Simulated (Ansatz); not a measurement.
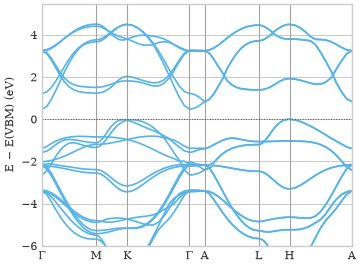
Band structure from PBE (plane waves, PAW; program Ansatz)

Task: Read off the gap and where the band edges lie.

Result: About 0.5 eV (0.48 eV by a search for the band edges); maximum at H, minimum at Γ.

The material is TeO₂ in space group P6_3/mmc (No. 194; Te on 2c, O on 4f).

A made-up cell: these elements were put on the sites of a structure type; neither database checked (COD, Materials Project) lists it. COD files the formula under space group No. 19, 61, 92, 136, so this cell is another polymorph or a model. Its standing as an ambient phase is unchecked. Symmetry was held in the PBE relaxation; its stability against distortions is not shown here. A crystal of weakly bound layers computed without a dispersion correction: the cell and the soft elastic constants depend strongly on that. Scalar-relativistic: spin–orbit coupling is off unless named, which matters more the heavier the elements.

Potentials: the later of the program's two PAW sets.
